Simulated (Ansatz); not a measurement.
# W3O4: relaxing cell and atoms, part 2 of 2

Aim: in W3O4, a borrowed structure type, volume estimated, relax cell and atoms, then read levels, charges and fields where it ends.

Ansatz 0.2.0; DFT, r2SCAN, no spin polarisation, plane waves, PAW. Relaxing cell and atoms.

## (3) More of the same log

Output, continued:

```text
relax step  16: F+E_penalty+E_count = -66930.79446230 eV  Δ(F+E_penalty+E_count) = -4.396e-3 eV  max|allowed force component| = 4.089e-2 eV/Å  Δτ_max = 0.0099 Å  P = -0.099 GPa  Ω = 189.936 Å³  energy of the carried Pulay correction = -2.673e-2 eV  (5 SCF iters, dr2 threshold 1.30e-6 eV, accepted)
relax step  17: F+E_penalty+E_count = -66930.79508987 eV  Δ(F+E_penalty+E_count) = -6.276e-4 eV  max|allowed force component| = 8.733e-3 eV/Å  Δτ_max = 0.0033 Å  P = +0.003 GPa  Ω = 189.868 Å³  energy of the carried Pulay correction = -2.669e-2 eV  (5 SCF iters, dr2 threshold 1.35e-7 eV, accepted)
relax step  18: F+E_penalty+E_count = -66931.28735536 eV  Δ(F+E_penalty+E_count) = -4.923e-1 eV  max|allowed force component| = 1.658e-2 eV/Å  Δτ_max = 0.0000 Å  P = +2.880 GPa  Ω = 189.868 Å³  stress off target by 7.36e0 GPa  SCF on the basis re-selected at this cell (its energy is not comparable with the rows above)  (9 SCF iters)
relax step  19: F+E_penalty+E_count = -66931.45260878 eV  Δ(F+E_penalty+E_count) = -1.653e-1 eV  max|allowed force component| = 1.583e-1 eV/Å  Δτ_max = 0.0596 Å  P = +0.893 GPa  Ω = 193.449 Å³  energy of the carried Pulay correction = -2.227e-3 eV  (7 SCF iters, dr2 threshold 1.40e-6 eV, accepted)
relax step  20: F+E_penalty+E_count = -66931.45477043 eV  Δ(F+E_penalty+E_count) = -2.162e-3 eV  max|allowed force component| = 2.631e-1 eV/Å  Δτ_max = 0.0653 Å  P = +0.647 GPa  Ω = 195.590 Å³  energy of the carried Pulay correction = -3.672e-3 eV  (7 SCF iters, dr2 threshold 1.40e-6 eV, accepted)
relax step  21: F+E_penalty+E_count = -66931.44765144 eV  Δ(F+E_penalty+E_count) = +7.119e-3 eV  max|allowed force component| = 2.841e-1 eV/Å  Δτ_max = 0.0418 Å  P = -0.462 GPa  Ω = 196.702 Å³  energy of the carried Pulay correction = -4.366e-3 eV  (6 SCF iters, dr2 threshold 1.40e-6 eV, rejected (line search))
relax step  22: F+E_penalty+E_count = -66931.49116286 eV  Δ(F+E_penalty+E_count) = -3.639e-2 eV  max|allowed force component| = 2.413e-2 eV/Å  Δτ_max = 0.0248 Å  P = +0.072 GPa  Ω = 195.725 Å³  energy of the carried Pulay correction = -3.719e-3 eV  (11 SCF iters, accepted)
relax step  23: F+E_penalty+E_count = -66931.49125619 eV  Δ(F+E_penalty+E_count) = -9.333e-5 eV  max|allowed force component| = 1.157e-2 eV/Å  Δτ_max = 0.0017 Å  P = -0.023 GPa  Ω = 195.811 Å³  energy of the carried Pulay correction = -3.778e-3 eV  (4 SCF iters, dr2 threshold 1.04e-7 eV, accepted)
relax step  24: F+E_penalty+E_count = -66931.49129480 eV  Δ(F+E_penalty+E_count) = -3.861e-5 eV  max|allowed force component| = 2.537e-3 eV/Å  Δτ_max = 0.0013 Å  P = -0.003 GPa  Ω = 195.799 Å³  energy of the carried Pulay correction = -3.770e-3 eV  (5 SCF iters, dr2 threshold 7.13e-9 eV, accepted)
Basis set: ecut = 500 eV, 4979 PW (Γ), exchange–correlation on 144×288×144 points (64 copies of the dense FFT grid, shifted against one another)
iter 1 solved again at ethr=1.67e-7 eV; its pass at ethr=3.10e-3 eV (dr2=2.20e-4 eV) is discarded
SCF iter   1: F=-66931.494662 eV  HF=-66931.494162 eV  |F-HF|=5.01e-4  |Δ(HF+E_count)|=         —  Δρ=2.79e-4  dr2=7.64e-6  dr2_τ=5.60e-5  ethr=1.67e-7  ⟨swp⟩=4.2  Hψ=14764  notcnv=0
preconditioner: auto → LDOS  [metal: Δε(μ)=0.098 eV  Ē_g=10.509 eV  σ=0.100 eV  W_gap=0.24  n_scr=50 (ndim 8)  ℏωp=24.3 eV  f_vac=0.131  D(μ)=3.00/eV (n_scr^D=16)  β→1.0]
SCF iter   2: F=-66931.494932 eV  HF=-66931.494932 eV  |F-HF|=5.38e-8  |Δ(HF+E_count)|=   7.70e-4  Δρ=1.06e-5  dr2=1.17e-7  dr2_τ=3.19e-8  ethr=5.79e-9  ⟨swp⟩=2.1  Hψ=3895  notcnv=0
SCF iter   3: F=-66931.494932 eV  HF=-66931.494932 eV  |F-HF|=4.60e-8  |Δ(HF+E_count)|=   5.84e-9  Δρ=5.22e-6  dr2=5.46e-8  dr2_τ=8.29e-9  ethr=8.87e-11  ⟨swp⟩=2.0  Hψ=4001  notcnv=0
SCF iter   4: F=-66931.494932 eV  HF=-66931.494932 eV  |F-HF|=1.96e-9  |Δ(HF+E_count)|=   1.08e-8  Δρ=1.39e-6  dr2=2.77e-9  dr2_τ=9.35e-10  ethr=4.14e-11  ⟨swp⟩=2.0  Hψ=3356  notcnv=0
SCF iter   5: F=-66931.494932 eV  HF=-66931.494932 eV  |F-HF|=7.28e-11  |Δ(HF+E_count)|=  5.82e-10  Δρ=2.61e-7  dr2=1.02e-10  dr2_τ=1.74e-11  ethr=1.00e-12  ⟨swp⟩=7.6  Hψ=14498  notcnv=0
SCF 25 converged in 5 iterations: F = -66931.494932 eV  dr2 = 1.02e-10
relax step  25: F+E_penalty+E_count = -66931.49493156 eV  Δ(F+E_penalty+E_count) = -3.637e-3 eV  max|allowed force component| = 2.695e-3 eV/Å  Δτ_max = 0.0000 Å  P = -0.013 GPa  Ω = 195.799 Å³  stress off target by 2.85e-2 GPa  SCF on the basis re-selected at this cell (its energy is not comparable with the rows above)  (5 SCF iters)
basis re-selected at this cell: Δ(F+E_penalty+E_count) = -3.637e-3 eV, ΔP = -0.010 GPa vs the last step (what re-selecting the basis moved, of the pressure what is left beyond the Pulay correction that the steps carried, after the strain that the cell walked since its last selection, with what the two solves' SCF thresholds leave and, on support functions, any second-order correction that the steps lacked; it is no measure of the basis error at this ecutwfc). The dense FFT grid was sized anew with the basis: this SCF ran on 36×72×36 points, the steps before it on 36×72×40, so part of this shift can come from that change (see relax.cell in the input reference). This SCF's stress stands 2.85e-2 GPa from its target on what of the cell is left free (relax.cell.stress_tol is 5.00e-2 GPa) and its largest allowed force component is 2.69e-3 eV/Å (relax.f_tol is 3.00e-2 eV/Å): within both
SCF converged after 5 iterations
Free energy (F): -66931.494932 eV
Harris-Foulkes:  -66931.494932 eV  (|F-HF|=7.28e-11)
Internal energy: -66931.389453 eV  (E = F + TS)
E sigma→0 (E₀):  -66931.442192 eV
Entropy (-TS):   -0.105478 eV (-7.534 meV/atom)
Fermi energy:    12.864889 eV
--- Per-component energies (eV) ---
  E_band       = -1373.133115
  E_kinetic    = 4116.861694
  E_local      = -10253.366944  (includes V_loc(G=0)·N_el)
  E_nonlocal   = 391.412910
  E_hartree    = 3863.473104
  E_xc         = -2073.855273
  E_vxc        = -2391.969454  (∫ρ·V_xc dr)
  E_paw        = -52840.581136  (= ΣΔE_a)
  E_vpaw       = -1096.315277  (= ΣTr[D̂ρ^β])
  E_aug_tail   = 0.007876  (compensation charges beyond the density's cutoff)
  E_vtau       = 133.289905  (kinetic-family band-sum trace: ∫τ·v_τ [+ j·A + Jᵃ·Aᵃ] dr)
  E_ewald      = -10131.558465
  E_core_change = -3.783220  (= ΣΔE_core)
  E_smearing   = -0.105478  (= −TS)
  E_closure    = 0.000000  (closes the sum)
  Σ components = -66931.494932   (vs F -66931.494932, Δ=0.00e0)
--- Forces (eV/Å), atoms counted from 1 ---
  atom   1  O      0.00013483    -0.00224179     0.00044182
  atom   2  O     -0.00013483    -0.00224179    -0.00044182
  atom   3  O     -0.00013483     0.00224179    -0.00044182
  atom   4  O      0.00013483     0.00224179     0.00044182
  atom   5  W      0.00216314    -0.00269455    -0.00117665
  atom   6  W     -0.00216314    -0.00269455     0.00117665
  atom   7  W     -0.00216314     0.00269455     0.00117665
  atom   8  W      0.00216314     0.00269455    -0.00117665
  atom   9  O     -0.00005702    -0.00090074    -0.00218461
  atom  10  O      0.00005702    -0.00090074     0.00218461
  atom  11  O      0.00005702     0.00090074     0.00218461
  atom  12  O     -0.00005702     0.00090074    -0.00218461
  atom  13  W      0.00000000     0.00000000     0.00000000
  atom  14  W      0.00000000    -0.00000000     0.00000000
  max |Σ_I F_I| component: 1.30e-18 eV/Å
--- Stress (GPa, compression-positive) ---
        0.004515       0.000000       0.020157
        0.000000      -0.028465       0.000000
        0.020161       0.000000      -0.014432
  P = ⅓ Tr σ = -0.0128 GPa (-0.128 kbar)
--- Band table (eV; the first three rows and the last of 28) ---
  k-point 0: bands = ["-64.2174", "-64.2172", "-63.8260", "-63.8253", "-63.6936", "-63.6926", "-28.4335", "-28.4301", "-27.9869", "-27.9748", "-27.9467", "-27.9439", "-27.8055", "-27.8026", "-27.6219", "-27.6139", "-27.5931", "-27.5895", "-27.3303", "-27.3018", "-26.9950", "-26.9811", "-26.6695", "-26.6510", "-9.4642", "-9.1153", "-8.4110", "-8.3464", "-8.2003", "-8.0228", "-7.8027", "-7.5449", "3.7402", "3.7941", "4.2569", "4.2723", "4.7296", "5.2287", "5.3062", "5.4365", "5.4661", "5.6415", "6.0264", "6.1032", "6.4083", "6.5415", "6.6216", "7.0313", "7.1631", "7.1963", "8.2086", "8.2138", "8.3509", "8.3714", "8.4957", "8.5722", "8.8150", "9.2266", "10.5010", "10.9014", "11.2740", "11.3579", "11.9115", "12.1973", "12.3693", "12.9644", "13.0371", "13.0623", "13.4678", "14.1081", "14.2144", "14.2846", "14.8674", "15.1000", "15.2840", "15.8530", "16.0695", "16.2066", "16.7467", "16.8635"]
  k-point 1: bands = ["-64.2145", "-64.2144", "-63.8290", "-63.8284", "-63.6934", "-63.6927", "-28.3883", "-28.3858", "-28.0480", "-28.0463", "-27.9755", "-27.9641", "-27.7371", "-27.7210", "-27.6156", "-27.5968", "-27.5842", "-27.5621", "-27.2580", "-27.2398", "-27.1188", "-27.1146", "-26.6690", "-26.6564", "-9.2185", "-8.9528", "-8.5322", "-8.3464", "-8.2108", "-8.0281", "-7.9423", "-7.7738", "4.0819", "4.1454", "4.4207", "4.5184", "4.6052", "4.8241", "5.0372", "5.2319", "5.8028", "5.9391", "6.0338", "6.2750", "6.2998", "6.6998", "6.8356", "7.0118", "7.2607", "7.3363", "7.7122", "7.9647", "8.0658", "8.1726", "8.2897", "8.3834", "8.8097", "8.9604", "10.0863", "10.3084", "11.4184", "11.4744", "11.7433", "12.2112", "12.3014", "12.4784", "13.7131", "13.7793", "14.0887", "14.2074", "14.5568", "14.6220", "15.0699", "15.3375", "15.4548", "15.7747", "15.9680", "16.3269", "16.5054", "16.5096"]
  k-point 2: bands = ["-64.2115", "-64.2115", "-63.8318", "-63.8318", "-63.6931", "-63.6931", "-28.3436", "-28.3436", "-28.1048", "-28.1048", "-27.9844", "-27.9844", "-27.6559", "-27.6559", "-27.5613", "-27.5613", "-27.5021", "-27.5021", "-27.3488", "-27.3488", "-27.1792", "-27.1792", "-26.6655", "-26.6655", "-8.6589", "-8.6589", "-8.6077", "-8.6077", "-8.3486", "-8.3486", "-7.9343", "-7.9343", "4.1435", "4.1435", "4.5291", "4.5291", "5.2321", "5.2321", "5.4185", "5.4185", "5.6690", "5.6690", "5.9186", "5.9186", "6.5838", "6.5838", "6.9830", "6.9830", "7.2338", "7.2338", "7.5778", "7.5778", "7.8496", "7.8496", "8.2858", "8.2858", "8.7060", "8.7060", "9.8558", "9.8558", "11.5228", "11.5228", "11.8400", "11.8400", "12.3332", "12.3332", "13.8581", "13.8581", "14.3785", "14.3785", "15.2788", "15.2788", "15.5219", "15.5219", "15.7607", "15.7607", "16.1346", "16.1346", "16.4557", "16.4557"]
  k-point 27: bands = ["-64.2115", "-64.2115", "-63.8286", "-63.8286", "-63.6963", "-63.6963", "-28.3616", "-28.3616", "-28.0913", "-28.0913", "-27.9780", "-27.9780", "-27.7700", "-27.7700", "-27.4830", "-27.4830", "-27.4589", "-27.4589", "-27.3485", "-27.3485", "-27.1869", "-27.1869", "-26.6703", "-26.6703", "-8.9155", "-8.9155", "-8.4688", "-8.4688", "-8.1761", "-8.1761", "-7.8916", "-7.8916", "3.8211", "3.8211", "4.3781", "4.3781", "4.7519", "4.7519", "5.6332", "5.6332", "5.7446", "5.7446", "6.4478", "6.4478", "6.8698", "6.8698", "6.9186", "6.9186", "7.2597", "7.2597", "7.5600", "7.5600", "7.9236", "7.9236", "8.3838", "8.3838", "8.9832", "8.9832", "9.9756", "9.9756", "10.8062", "10.8062", "11.1449", "11.1449", "12.8189", "12.8189", "13.6956", "13.6956", "14.3587", "14.3587", "14.9176", "14.9176", "15.5121", "15.5121", "15.5761", "15.5761", "16.4682", "16.4682", "16.5565", "16.5565"]
--- Relaxed structure (23 steps of the walk, 21 accepted, 2 SCFs on fresh bases) ---
  F+E_penalty+E_count = -66931.49493156 eV   max|allowed force component| = 2.695e-3 eV/Å   (the final SCF, on the basis selected at the relaxed cell)
  cell:  # Å, volume = 195.7987 Å³
    - [4.623772345046127, 0.0, 0.335706125147482]
    - [0.0, 8.871609100387921, 0.0]
    - [-1.52681663260031, 0.0, 4.662360961472848]
  atoms:
    - { symbol: O, position: [0.9087878157441732, 0.20449657592610337, 0.13135975255386056] }
    - { symbol: O, position: [0.09121218425582717, 0.7044965759261035, 0.36864024744613955] }
    - { symbol: O, position: [0.09121218425582711, 0.7955034240738966, 0.8686402474461392] }
    - { symbol: O, position: [0.9087878157441732, 0.29550342407389674, 0.6313597525538606] }
    - { symbol: W, position: [0.7982149447620055, 0.4101415450221381, 0.9558030500583876] }
    - { symbol: W, position: [0.2017850552379945, 0.9101415450221381, 0.5441969499416123] }
    - { symbol: W, position: [0.20178505523799448, 0.589858454977862, 0.04419694994161222] }
    - { symbol: W, position: [0.7982149447620056, 0.08985845497786182, 0.45580305005838784] }
    - { symbol: O, position: [0.595349788269576, 0.49798004146931857, 0.252682339723309] }
    - { symbol: O, position: [0.40465021173042415, 0.997980041469319, 0.24731766027669105] }
    - { symbol: O, position: [0.40465021173042426, 0.5020199585306816, 0.747317660276691] }
    - { symbol: O, position: [0.595349788269576, 0.002019958530681505, 0.7526823397233091] }
    - { symbol: W, position: [5.085893894771926e-19, 8.510265458408384e-20, -3.603504679671603e-19] }
    - { symbol: W, position: [0.0, 0.5, 0.5] }
--- Löwdin populations: 14 sites ---
  site symbol       q [e]
     0      O      6.6866
     1      O      6.6866
     2      O      6.6866
     3      O      6.6866
     4      W     13.0023
     5      W     13.0023
     6      W     13.0023
     7      W     13.0023
     8      O      6.6806
     9      O      6.6806
    10      O      6.6806
    11      O      6.6806
    12      W     12.8897
    13      W     12.8897
  spilling = 0.005625 (of n_electrons = 132.000000)
--- Bader charges: 14 sites ---
  site symbol  charge [e]  shift [e]
     0      O     -1.2153     0.0006
     1      O     -1.2153     0.0006
     2      O     -1.2153     0.0006
     3      O     -1.2153     0.0006
     4      W      1.5265     0.0004
     5      W      1.5264     0.0004
     6      W      1.5265     0.0004
     7      W      1.5265     0.0004
     8      O     -1.2130     0.0006
     9      O     -1.2130     0.0006
    10      O     -1.2130     0.0006
    11      O     -1.2130     0.0006
    12      W      1.8037     0.0016
    13      W      1.8037     0.0016
  estimated error of the sums over rays = 7.5e-4 e
```

It took 17 min on 2 threads of Arm Neoverse V1, shared host; peak memory 1.3 GiB.

Relaxation path:

```csv
step,energy from step 1 (eV/cell),largest force component (eV/Å),pressure (GPa),volume (Å³)
1,0.0000,1.8485,34.11,153.46
2,-3.0934,2.3443,4.84,169.64
3,-6.9690,3.6191,-9.03,179.90
4,-9.5040,2.0525,-10.33,184.20
5,-11.1388,2.2262,12.53,167.53
6,-12.6365,0.5941,6.55,170.71
7,-12.8974,0.8899,0.60,177.53
8,-13.0155,1.1806,-2.41,182.86
9,-13.4611,0.8346,-3.22,187.72
10,-14.0363,0.7936,-1.09,190.06
11x,-13.1834,3.3019,19.24,178.32
12,-14.2795,0.4308,0.03,190.69
13,-14.2864,0.3007,3.39,186.62
14,-14.2922,0.2937,-1.83,189.91
15,-14.3448,0.1424,-0.45,190.26
16,-14.3492,0.0409,-0.10,189.94
17,-14.3498,0.0087,0.00,189.87
18,-14.8421,0.0166,2.88,189.87
19,-15.0073,0.1583,0.89,193.45
20,-15.0095,0.2631,0.65,195.59
21x,-15.0024,0.2841,-0.46,196.70
22,-15.0459,0.0241,0.07,195.72
23,-15.0460,0.0116,-0.02,195.81
24,-15.0460,0.0025,0.00,195.80
25,-15.0497,0.0027,-0.01,195.80
```

Step 1 is the start. Steps 18, 25 repeat the geometry before on a plane-wave basis chosen anew for that cell, so the energy can jump there without any move; the table keeps such jumps. 2 steps were tried and not accepted (marked x).

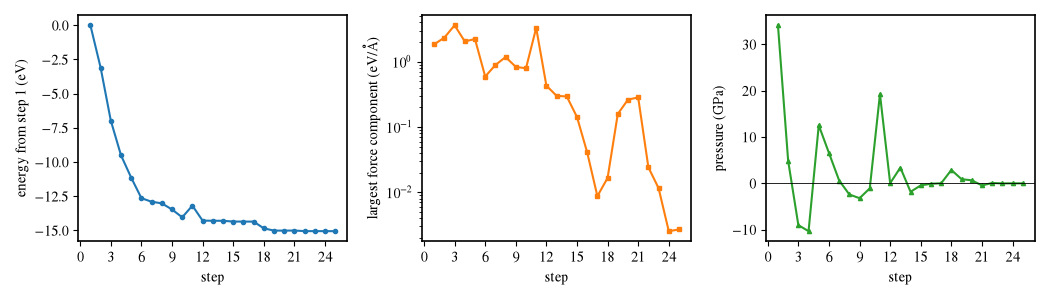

Energy, largest force and pressure along the relaxation.

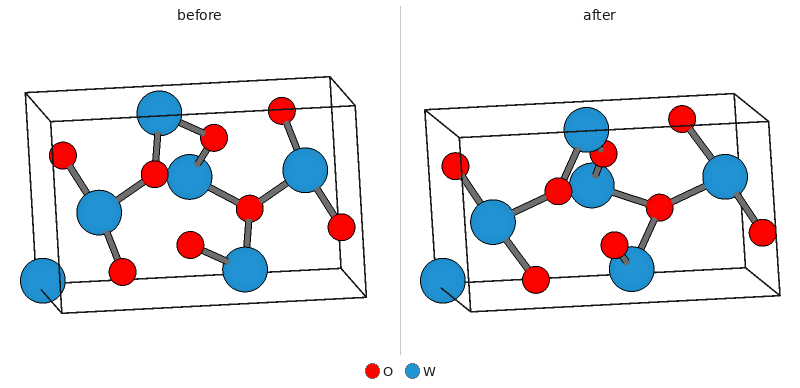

The structure before (left) and after (right), drawn at the same scale. Each atom of the cell is drawn once.

| input's cell | before | after | change |
| --- | --- | --- | --- |
| a (Å) | 3.395 | 4.636 | +36.5 % |
| b (Å) | 8.736 | 8.872 | +1.6 % |
| c (Å) | 5.386 | 4.906 | -8.9 % |
| β (°) | 106.13 | 103.98 | -2.16° |
| volume (Å³/atom) | 10.96 | 13.99 | +27.6 % |

The largest move, 0.60 Å, apart from the change of the cell, is shared by several atoms, W8 among them.

## (4) Density of states

Counts of states in windows (eV from the Fermi level; tetrahedra), total and projected:

| from | to | total | O p | W s | W d |
| --- | --- | --- | --- | --- | --- |
| -4.5 | -4.0 | 3.75 | 2.81 | 0.12 | 0.73 |
| -4.0 | -3.5 | 3.69 | 1.50 | 0.34 | 1.77 |
| -3.5 | -3.0 | 0.00 | 0.00 | 0.00 | 0.00 |
| -3.0 | -2.5 | 2.50 | 0.32 | 0.36 | 1.73 |
| -2.5 | -2.0 | 1.34 | 0.20 | 0.09 | 1.01 |
| -2.0 | -1.5 | 3.02 | 0.48 | 0.09 | 2.37 |
| -1.5 | -1.0 | 4.08 | 0.72 | 0.10 | 3.14 |
| -1.0 | -0.5 | 2.08 | 0.34 | 0.04 | 1.64 |
| -0.5 | 0.0 | 2.96 | 0.43 | 0.08 | 2.33 |
| 0.0 | 0.5 | 1.15 | 0.12 | 0.07 | 0.92 |
| 0.5 | 1.0 | 2.73 | 0.31 | 0.14 | 2.19 |
| 1.0 | 1.5 | 4.74 | 0.66 | 0.15 | 3.71 |

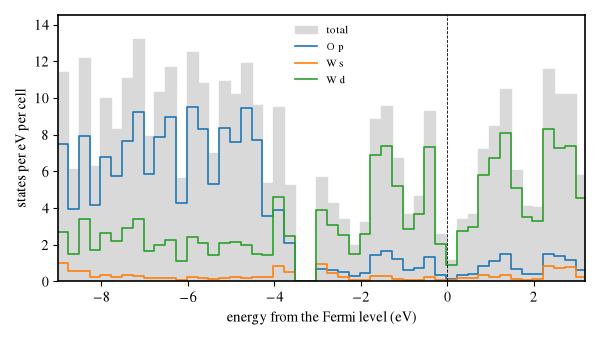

Total and projected density of states, in bins of 0.25 eV.

## (5) Atomic charges

Gathered by element (positive charge: electrons given up): Löwdin charges also hold the electrons that the projection spills.

```
element  atoms  Bader charge (e)  Bader volume (Å³)  Löwdin charge (e)
      O      8    -1.22 to -1.21       13.1 to 13.2     -0.69 to -0.68
      W      6    +1.53 to +1.80       14.1 to 15.6     +1.00 to +1.11
```

Löwdin charges rest on a small set of atomic orbitals that misses 0.6 % of the electrons, so they need not add up to the cell's charge and can differ from Bader's even in sign.

## (6) Maps of the fields

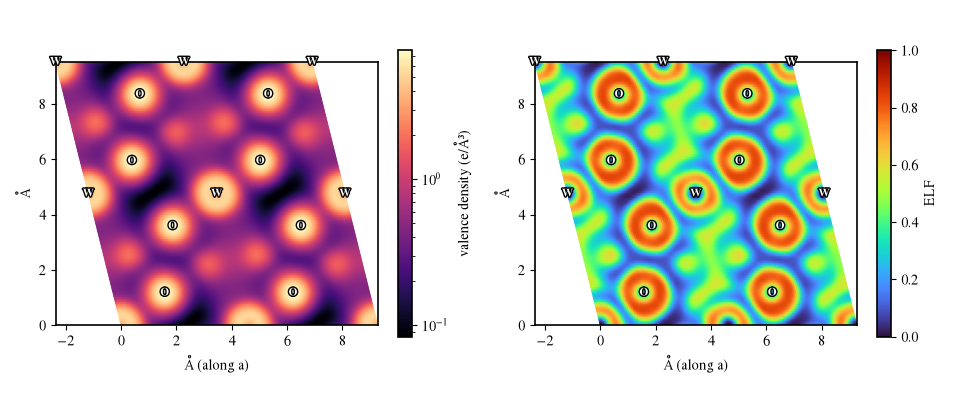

Valence density (left, log scale) and ELF (right) in the plane spanned by a and c at height 0.998 along b (axes of the input's cell); atoms within 0.2 Å are lettered, 2×2 cells. Inside the augmentation spheres the fields are the smooth ones.

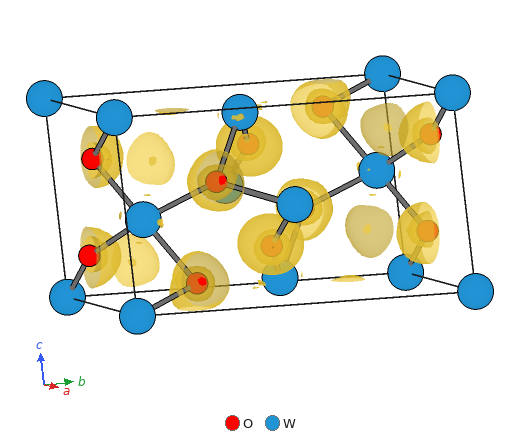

Surface of ELF = 0.77 in one cell.

Scans along the contacts give these minima of the density:

```
contact  length (Å)  minimum at (fraction)  density (e/Å³)   ELF
 O9–W14       1.973                   0.47           0.864  0.22
```

## (7) What came out

What follows sums up all 2 parts.

| quantity | value |
| --- | --- |
| moves | 20 |
| energy gained | 1039.6 meV/atom |
| largest move | 0.60 Å (W) |
| space group (0.01 Å), before / after | P2_1/c / P2_1/c |
| cell | a = 4.636 Å, b = 8.872 Å, c = 4.906 Å, α = 90.00°, β = 103.98°, γ = 90.00° |
| volume | 13.99 Å³/atom (+27.6 %) |
| pressure at the end | -0.01 GPa |
| formation energy (elements from separate runs) | -1.41 eV/atom |
| character | metal |
| density of states, mean within 0.25 eV of the Fermi level | 1.9 per eV per cell |
| Bader charges | O -1.22 to -1.21, W +1.53 to +1.80 e |

In words: The volume grew by 27.6 %, and the largest move of an atom is 0.60 Å apart from the change of the cell; the energy fell by 1039.6 meV per atom. The shape changed more than that tells: the edges moved by +37, +2, -9 %. With 4 symmetry operations imposed, the end may be a saddle point towards distortions that break them. It is a metal; within 0.25 eV of the Fermi level the density of states averages 1.9 per eV per cell, mostly W d (80 %) and O p (12 %), but it varies sharply: 0.1 at the Fermi level itself, on this mesh. W loses most charge (+1.62 e on average) and O gains most (-1.21 e). Against the elements' reference phases (O2 molecule, W bcc; separate runs with the same functional) the formation energy is -1.41 eV per atom, which says nothing yet of rival compounds.

Limits of this run: the k mesh is coarse for a cell without a gap.
